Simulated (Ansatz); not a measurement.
C3H9ClSi

Input file:

```
crystal:
  periodic: [false, false, false]
  atoms:
    - { symbol: Si, position_ang: [0.134132, 0.43763, 0.969572] }
    - { symbol: C, position_ang: [-0.228431, -0.465778, -0.638119] }
    - { symbol: C, position_ang: [-1.272836, -1.583791, -0.619174] }
    - { symbol: C, position_ang: [1.555815, 1.501843, 0.332379] }
    - { symbol: H, position_ang: [1.452164, 1.245077, -0.718887] }
    - { symbol: H, position_ang: [0.377396, -0.423964, 2.174844] }
    - { symbol: Cl, position_ang: [-1.584107, 1.697587, 1.493522] }
    - { symbol: H, position_ang: [0.743863, -0.857154, -0.975342] }
    - { symbol: H, position_ang: [-0.513112, 0.314409, -1.358916] }
    - { symbol: H, position_ang: [-2.246062, -1.218992, -0.273179] }
    - { symbol: H, position_ang: [-0.971044, -2.402959, 0.044223] }
    - { symbol: H, position_ang: [-1.417318, -2.008916, -1.618881] }
    - { symbol: H, position_ang: [2.538338, 1.189898, 0.698564] }
    - { symbol: H, position_ang: [1.431203, 2.575108, 0.489296] }
magnetization:
  spin_polarized: true
basis:
  gaussian: { orbitals: "6-31G" }
hamiltonian:
  xc: pbe0
  dispersion: d4
relax:
  f_tol: 0.03
  max_steps: 50
output:
  orbitals: {}
```

Launched as:

```sh
ansatz run input.yaml --threads 2 --pin off --max-ram 3072MiB --backend cpu --events-out ev --progress --plain --runs-dir out
```

The fields are those of the run's last geometry, not of the input's.

All numbers below come from UKS PBE0-D4/6-31G in Ansatz.

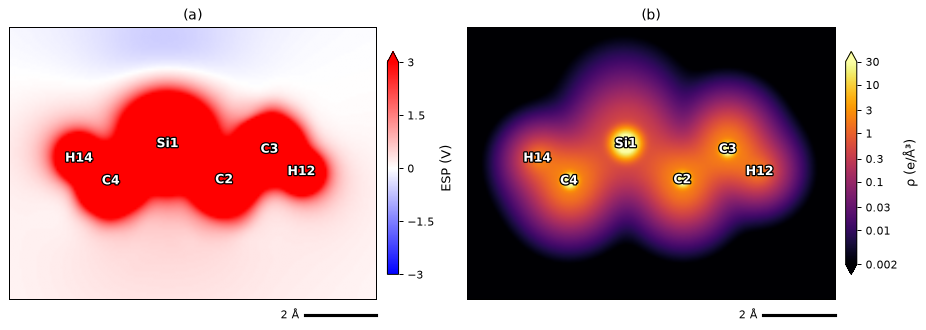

Figure 1. (a) electrostatic potential; (b) total electron density on the plane of atoms Si1, C4 and H14.

Q: Read the bonding off the picture.

A: The plane passes through Si, C and H nuclei.
C–C (1.53 Å): the density is about 1.5 e/Å³ at the midpoint.
C–Si (1.89 Å): ρ at the midpoint is about 0.83 e/Å³.
C–H (1.09 Å): the density is about 1.8 e/Å³ at the midpoint.
Outside the dense part of the molecule the potential is most negative (−0.6 V) near Cl7, which lies off the plane.

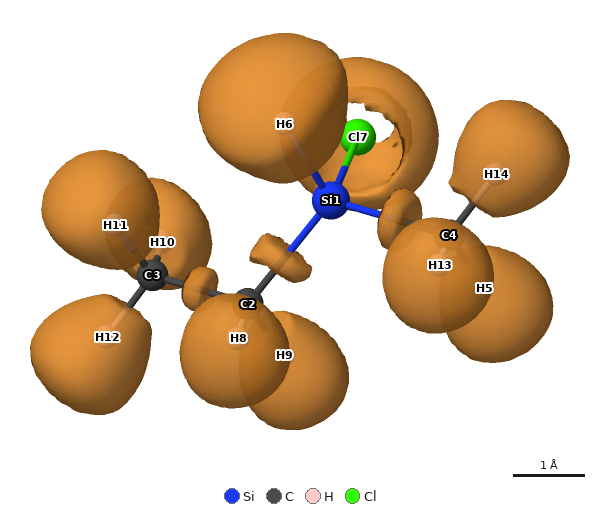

Figure 2. Isosurface of the ELF at 0.85 (orange), seen at a tilt. Core shells and regions of very low density are left out.

Q: Identify the bonds, lone pairs and shells in this picture.

A: At this value the surface marks out one region between bonded C–C atoms (shared pairs), two regions between bonded C–Si atoms (shared pairs), nine regions around hydrogen nuclei and one region wrapped around Cl (its lone pairs, merged into a ring or cap). Along the contacts the grid gives the following. C–C (1.53 Å): the ELF peaks at about 0.95 between the atoms; localised, covalent bonding. C–Si (1.89 Å): the ELF peaks at about 0.95 between the atoms (a covalent bond).

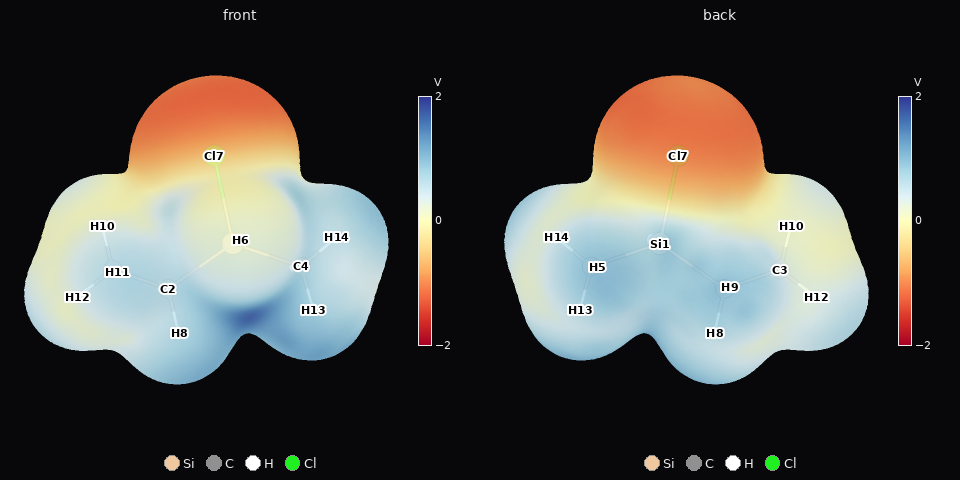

Figure 3. The molecular electrostatic potential painted on the density surface at 0.002 e/bohr³, seen from the front and from behind; red is negative and blue positive.

Q: Describe the electrostatic potential map.

A: The most negative region (about −1.2 V) lies over Cl7, the most positive (about +1.5 V) over Si1.
